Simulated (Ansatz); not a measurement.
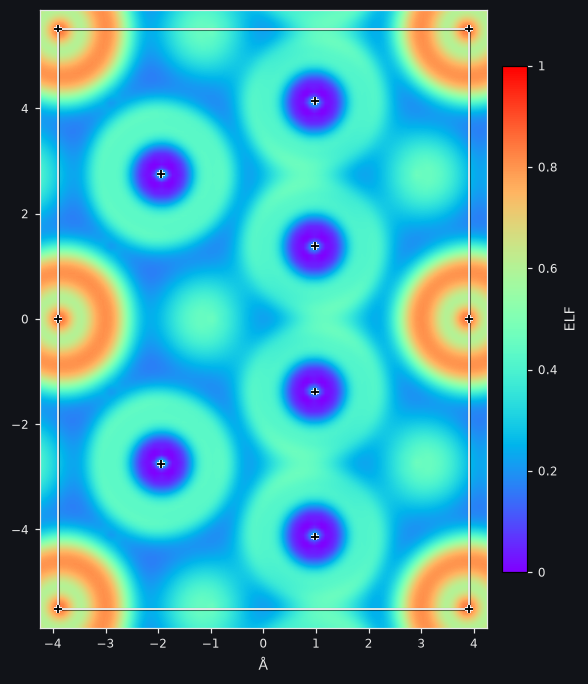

The ELF on a plane through atoms (crosses mark nuclei in the plane).

Method: Ansatz, DFT PBE, scalar-relativistic, plane waves, PAW.

Candidates:
A. Al₆CoRu₅, a = 2.99 Å, b = 2.99 Å, c = 17.86 Å, α = 90.00°, β = 90.00°, γ = 90.00°. Space group P4/mmm; a structure generated by program, which may or may not match a known phase; computed without spin polarisation.
B. SiGe₅, a = 7.80 Å, b = 7.80 Å, c = 7.80 Å, α = 90.00°, β = 90.00°, γ = 90.00°. Space group F-43m; a structure generated by program, which may or may not match a known phase.
C. Zn₅Se₂S₃, a = 3.93 Å, b = 3.93 Å, c = 27.79 Å, α = 90.00°, β = 90.00°, γ = 90.00°. Space group I-4m2; a structure generated by program, which may or may not match a known phase.

Which candidate gave the map?

Answer. Candidate B: SiGe₅ on the (101) plane of the conventional cell, which holds Si and Ge. Ge–Ge (2.75 Å): the ELF is about 0.45 at the midpoint. Si–Ge (3.23 Å): the ELF peaks at about 0.80 in the valence shell of Si, 0.9 Å from its nucleus, and drops to about 0.25 between the two atoms.
